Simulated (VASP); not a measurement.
Band structure of Tl2O (space group C2/m). All values below come from LDA (Ceperley-Alder, Perdew-Zunger), VASP's LDA PAW potentials (set 64) (plane waves; VASP).

Unless said otherwise, spin-orbit coupling is left out, though it shifts the bands of the heavy elements here.

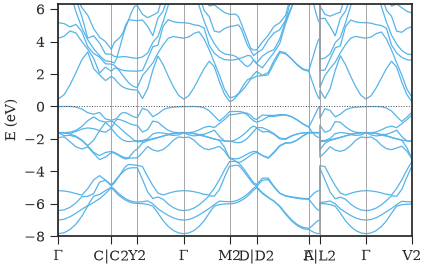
*Bands along high-symmetry lines, zero at the valence-band maximum or, without a gap, the Fermi level*

Question: Read the plot: is there a gap, and where are the band edges?

Answer: The gap is indirect, 0.30 eV, from the valence maximum at Γ-C at 0.22 to the conduction minimum at M2. (Edges off the drawn lines would not show.)

The structure comes from a computed database's Tl2O entry (C2/m); how it stands against other phases isn't given here. It was relaxed first, which changed the volume by -11 %.
